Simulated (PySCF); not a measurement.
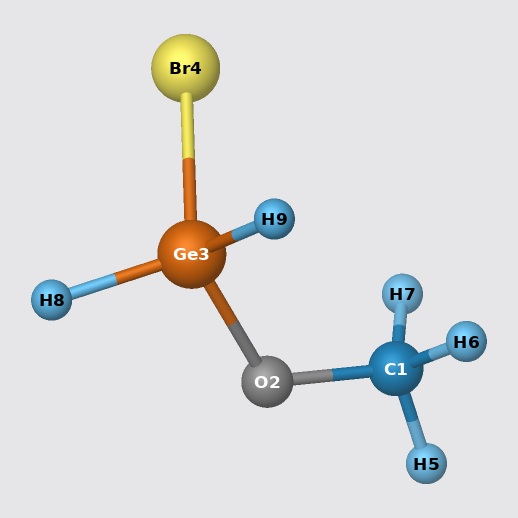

The geometry was computed by an optimisation with PBE0-D3(BJ)/def2-SVP. No frequency run is at hand to confirm it as a minimum. Method: B3LYP/pcJ-1 (pcSseg-1 on Br) (pcSseg-1 on Ge) indirect spin-spin coupling, non-relativistic, gas phase (PySCF 2.14.0). Isotopes: 13C, 1H, 17O.

Give the spin–spin coupling constants of these pairs, with the number of bonds between them: C1/H5, C1/H7, C1/O2, O2/H8, O2/H6, O2/H9, H5/H6, H5/H7, H6/H7, C1/H8.

| pair | bonds apart | J (Hz) |
| --- | --- | --- |
| C1, H5 | 1 | 152.9 |
| C1, H7 | 1 | 148.0 |
| C1, O2 | 1 | 20.7 |
| O2, H8 | 2 | −20.5 |
| O2, H6 | 2 | −2.6 |
| O2, H9 | 2 | −1.3 |
| H5, H6 | 2 | −11.7 |
| H5, H7 | 2 | −11.6 |
| H6, H7 | 2 | −9.1 |
| C1, H8 | 3 | 6.1 |
